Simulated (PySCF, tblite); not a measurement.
# C4H8S: dynamics, then NMR shifts on frames, part 2 of 2

tblite 0.8.0 and PySCF 2.14.0. Atoms count from 0. The steps go on from the part before.

### 5 Nuclear shieldings: 625 fs, PBE0/pcSseg-1

What the job is given:

```
{"job": {"kind": "nmr", "xc": "PBE0", "basis": "pcSseg-1", "pop": false}, "charge": 0, "multiplicity": 1}
C     -0.672300    -1.805100    -0.069300
C     -0.745000    -0.386700     0.474700
C     -1.069100    -0.382700     1.974100
S     -2.428600     0.932600     1.748800
C     -1.986300     0.479300     0.035700
H     -1.507500    -2.337300     0.234000
H     -0.247000    -1.792300    -1.133400
H      0.278900    -2.259400     0.461900
H      0.234800     0.137100     0.119500
H     -0.354200    -0.240700     2.814700
H     -1.521700    -1.307900     2.273100
H     -2.830400    -0.226300    -0.307100
H     -1.901600     1.365100    -0.547800
```

With the program's defaults for keys left out, this is: GIAO PBE0/pcSseg-1 NMR shielding, non-relativistic, gas phase.

Log:

```text
coarse grid: 10928 points
cycle   1  E = -554.9519472591  dE =  3.293e-01  |g| = 2.610e-01  |ddm| = 3.126e+00
cycle   2  E = -554.9558273508  dE = -3.880e-03  |g| = 2.567e-01  |ddm| = 5.707e-01
cycle   3  E = -554.9732765852  dE = -1.745e-02  |g| = 3.178e-02  |ddm| = 2.571e-01
cycle   4  E = -554.9734768049  dE = -2.002e-04  |g| = 1.617e-02  |ddm| = 6.256e-02
cycle   5  E = -554.9735417542  dE = -6.495e-05  |g| = 4.723e-03  |ddm| = 2.408e-02
cycle   6  E = -554.9735464535  dE = -4.699e-06  |g| = 1.522e-03  |ddm| = 4.961e-03
final grid: 99560 points
cycle   7  E = -555.0072770540  dE = -2.475e-05  |g| = 6.969e-03  |ddm| = 2.464e-02
cycle   8  E = -555.0072652411  dE =  1.181e-05  |g| = 9.623e-03  |ddm| = 1.493e-02
cycle   9  E = -555.0072893987  dE = -2.416e-05  |g| = 7.968e-04  |ddm| = 9.820e-03
cycle  10  E = -555.0072895586  dE = -1.599e-07  |g| = 2.040e-04  |ddm| = 1.005e-03
cycle  11  E = -555.0072895684  dE = -9.798e-09  |g| = 4.183e-05  |ddm| = 1.907e-04
cycle  12  E = -555.0072895688  dE = -4.225e-10  |g| = 1.348e-05  |ddm| = 6.469e-05
converged SCF energy = -555.0072895688

GIAO shielding tensors (ppm)
atom      isotropic    diamagn.    paramagn.     s11        s22        s33       span
  0 C      153.432     249.690     -96.258    134.147    144.964    181.185     47.038
  1 C      137.956     241.046    -103.090    108.367    147.151    158.351     49.983
  2 C      140.753     247.233    -106.480    113.834    124.608    183.818     69.985
  3 S      518.573    1053.802    -535.229    214.302    448.143    893.275    678.974
  4 C      147.989     245.232     -97.243    134.171    139.046    170.749     36.579
  5 H       30.946      32.087      -1.140     27.762     30.306     34.771      7.009
  6 H       28.507      28.617      -0.109     24.342     25.875     35.306     10.963
  7 H       28.766      28.613       0.153     25.093     26.580     34.623      9.531
  8 H       26.844      29.438      -2.594     23.377     26.900     30.253      6.876
  9 H       28.088      28.458      -0.370     24.417     26.144     33.703      9.287
 10 H       28.825      30.797      -1.972     26.630     27.995     31.849      5.219
 11 H       26.805      28.009      -1.204     23.348     25.942     31.123      7.775
 12 H       28.730      29.333      -0.603     24.367     27.176     34.648     10.281
```

Wall time 18 s (1 thread of Arm Neoverse N1, shared host); peak memory 0.66 GiB.

This run: δ C1 49.0, C2 46.2, C4 38.9, C0 33.5, H11 4.91, H8 4.87 ppm.

### 6 Nuclear shieldings: 800 fs, PBE0/pcSseg-1

What the job is given:

```
{"job": {"kind": "nmr", "xc": "PBE0", "basis": "pcSseg-1", "pop": false}, "charge": 0, "multiplicity": 1}
C     -0.836500    -1.697700    -0.099800
C     -0.964800    -0.242500     0.510600
C     -1.088200    -0.088300     2.011600
S     -2.630100     0.878500     1.794200
C     -2.184100     0.483800     0.005000
H     -1.707100    -2.270200     0.118900
H     -0.813500    -1.571600    -1.208500
H      0.073700    -2.242400     0.204300
H     -0.089000     0.272200     0.247300
H     -0.302800     0.453000     2.505100
H     -1.315900    -1.108400     2.474700
H     -3.044200    -0.001300    -0.404200
H     -2.008200     1.375100    -0.658200
```

Method: GIAO PBE0/pcSseg-1 NMR shielding, non-relativistic, gas phase.

Log:

```text
coarse grid: 10928 points
cycle   1  E = -554.9675720133  dE =  4.314e-01  |g| = 2.695e-01  |ddm| = 3.153e+00
cycle   2  E = -554.9716472243  dE = -4.075e-03  |g| = 2.615e-01  |ddm| = 5.644e-01
cycle   3  E = -554.9895398431  dE = -1.789e-02  |g| = 3.229e-02  |ddm| = 2.588e-01
cycle   4  E = -554.9897561917  dE = -2.163e-04  |g| = 1.480e-02  |ddm| = 5.685e-02
cycle   5  E = -554.9898090448  dE = -5.285e-05  |g| = 5.058e-03  |ddm| = 2.200e-02
cycle   6  E = -554.9898147617  dE = -5.717e-06  |g| = 1.295e-03  |ddm| = 4.954e-03
final grid: 99560 points
cycle   7  E = -555.0229562400  dE = -2.605e-05  |g| = 7.998e-03  |ddm| = 2.629e-02
cycle   8  E = -555.0229422512  dE =  1.399e-05  |g| = 1.076e-02  |ddm| = 1.628e-02
cycle   9  E = -555.0229723128  dE = -3.006e-05  |g| = 8.403e-04  |ddm| = 1.045e-02
cycle  10  E = -555.0229724961  dE = -1.833e-07  |g| = 2.106e-04  |ddm| = 9.694e-04
cycle  11  E = -555.0229725065  dE = -1.043e-08  |g| = 3.057e-05  |ddm| = 1.876e-04
cycle  12  E = -555.0229725068  dE = -2.469e-10  |g| = 1.111e-05  |ddm| = 5.908e-05
converged SCF energy = -555.0229725068

GIAO shielding tensors (ppm)
atom      isotropic    diamagn.    paramagn.     s11        s22        s33       span
  0 C      159.063     246.299     -87.236    138.298    154.397    184.495     46.198
  1 C      154.600     243.465     -88.866    118.799    169.647    175.353     56.553
  2 C      154.986     247.676     -92.689    134.765    159.440    170.755     35.990
  3 S      499.973    1053.295    -553.322    252.061    333.356    914.500    662.438
  4 C      153.097     246.243     -93.146    126.898    144.048    188.344     61.446
  5 H       30.706      30.611       0.096     27.441     30.024     34.654      7.212
  6 H       30.288      29.934       0.355     26.279     27.934     36.651     10.372
  7 H       30.282      29.764       0.519     26.219     27.312     37.316     11.097
  8 H       29.004      33.624      -4.620     26.117     28.504     32.392      6.274
  9 H       28.832      29.474      -0.642     25.101     27.129     34.266      9.165
 10 H       27.688      27.826      -0.138     25.110     25.622     32.331      7.221
 11 H       29.036      29.920      -0.884     25.751     27.844     33.511      7.760
 12 H       28.164      28.418      -0.254     24.543     26.159     33.790      9.248
```

Run time: 18 s. Hardware: 1 thread of Arm Neoverse N1, shared host; peak memory 0.66 GiB.

In short: δ C4 33.8, C1 32.3, C2 31.9, C0 27.9, H10 4.03, H12 3.55 ppm.

### 7 Shielding tensors: 1000 fs, PBE0/pcSseg-1

What the job is given:

```
{"job": {"kind": "nmr", "xc": "PBE0", "basis": "pcSseg-1", "pop": false}, "charge": 0, "multiplicity": 1}
C     -0.678800    -1.789800    -0.006600
C     -1.054000    -0.475500     0.648000
C     -1.484100    -0.574400     2.180800
S     -2.909600     0.472200     1.922900
C     -2.485100     0.100200     0.204900
H     -1.441500    -2.619100     0.007400
H     -0.374100    -1.698700    -1.073700
H      0.261200    -2.201500     0.506400
H     -0.351600     0.399500     0.529400
H     -0.707600    -0.090600     2.864200
H     -1.607700    -1.583900     2.423600
H     -3.243500    -0.599900    -0.084500
H     -2.601700     0.990000    -0.382300
```

Level: GIAO PBE0/pcSseg-1 NMR shielding, non-relativistic, gas phase.

Log:

```text
coarse grid: 10928 points
cycle   1  E = -554.9648105869  dE =  3.866e-01  |g| = 2.565e-01  |ddm| = 3.150e+00
cycle   2  E = -554.9690714676  dE = -4.261e-03  |g| = 2.474e-01  |ddm| = 5.438e-01
cycle   3  E = -554.9848617225  dE = -1.579e-02  |g| = 3.539e-02  |ddm| = 2.357e-01
cycle   4  E = -554.9851212401  dE = -2.595e-04  |g| = 1.794e-02  |ddm| = 7.054e-02
cycle   5  E = -554.9852014230  dE = -8.018e-05  |g| = 3.948e-03  |ddm| = 2.496e-02
cycle   6  E = -554.9852047642  dE = -3.341e-06  |g| = 1.032e-03  |ddm| = 3.725e-03
final grid: 99560 points
cycle   7  E = -555.0194987772  dE = -2.154e-05  |g| = 7.979e-03  |ddm| = 2.526e-02
cycle   8  E = -555.0194853705  dE =  1.341e-05  |g| = 1.070e-02  |ddm| = 1.703e-02
cycle   9  E = -555.0195146753  dE = -2.930e-05  |g| = 6.208e-04  |ddm| = 1.082e-02
cycle  10  E = -555.0195147687  dE = -9.346e-08  |g| = 1.709e-04  |ddm| = 8.205e-04
cycle  11  E = -555.0195147755  dE = -6.791e-09  |g| = 3.416e-05  |ddm| = 1.521e-04
cycle  12  E = -555.0195147758  dE = -2.872e-10  |g| = 9.852e-06  |ddm| = 4.973e-05
converged SCF energy = -555.0195147758

GIAO shielding tensors (ppm)
atom      isotropic    diamagn.    paramagn.     s11        s22        s33       span
  0 C      159.135     246.704     -87.569    145.536    148.796    183.073     37.537
  1 C      138.343     236.996     -98.653    108.682    148.334    158.014     49.332
  2 C      147.739     253.170    -105.431    130.634    139.924    172.658     42.024
  3 S      581.441    1053.879    -472.438    306.395    498.669    939.259    632.863
  4 C      152.223     243.379     -91.156    136.063    136.259    184.345     48.282
  5 H       29.144      28.729       0.415     25.603     28.091     33.737      8.134
  6 H       29.752      29.855      -0.102     25.509     27.023     36.726     11.217
  7 H       29.284      28.985       0.299     25.151     26.692     36.009     10.858
  8 H       26.965      29.042      -2.077     24.753     26.536     29.605      4.851
  9 H       27.482      28.418      -0.936     23.392     25.383     33.669     10.277
 10 H       29.739      31.407      -1.668     27.283     28.670     33.263      5.980
 11 H       28.350      29.472      -1.122     24.075     28.050     32.925      8.849
 12 H       29.229      29.060       0.168     24.816     27.477     35.393     10.576
```

Wall time 18 s (1 thread of Arm Neoverse N1, shared host); peak memory 0.66 GiB.

This run: δ C1 48.6, C2 39.2, C4 34.7, C0 27.8, H8 4.75, H9 4.24 ppm.

### 8 Side by side: NMR shifts

Shifts (ppm) of some atoms, chosen among heavy atoms and hydrogens apart, with basis size and wall time:

```csv
frame,C1,C4,C2,C0,H11,H9,S3,functions,time
250 fs,39.2,39.1,29.6,20.7,2.50,1.58,-62,132,17 s
425 fs,37.1,40.8,43.1,22.2,1.99,4.02,-13,132,17 s
625 fs,49.0,38.9,46.2,33.5,4.91,3.63,-15,132,18 s
800 fs,32.3,33.8,31.9,27.9,2.68,2.88,4,132,18 s
1000 fs,48.6,34.7,39.2,27.8,3.37,4.24,-78,132,18 s
```

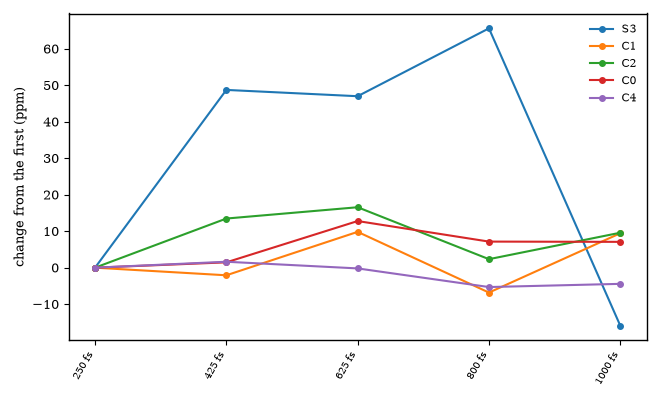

How five of the tabulated atoms move from run to run.

### 9 Summary of results

The summary covers parts 1 to 2.

```
                                      quantity                                               value
                                    thermostat                                               400 K
                 mean temperature, second half                                               435 K
       mean potential energy above the minimum                                             0.67 eV
13C shifts against TMS (PBE0/pcSseg-1, 250 fs)                          39.2, 39.1, 29.6, 20.7 ppm
 1H shifts against TMS (PBE0/pcSseg-1, 250 fs)  4.94, 4.16, 3.64, 2.50, 1.58, 1.09, 0.66, 0.59 ppm
33S shifts against CS2 (PBE0/pcSseg-1, 250 fs)                                             -62 ppm
                      range of the shift of S3                                        -78 to 4 ppm
```

In the second half the potential energy averages 0.67 eV above the minimum; equipartition over 33 harmonic modes at 400 K would give 0.57 eV. With 13 atoms the temperature swings widely (186 to 610 K). Shifts at one fixed geometry are not the observed spectrum, which averages over the motion. In the first frame run (250 fs): The largest span, 624 ppm, is at S3, where the paramagnetic term is -488 ppm. In ppm, S3 moves most: its shift spreads over 81 ppm, from -78 (1000 fs) to 4 (800 fs).
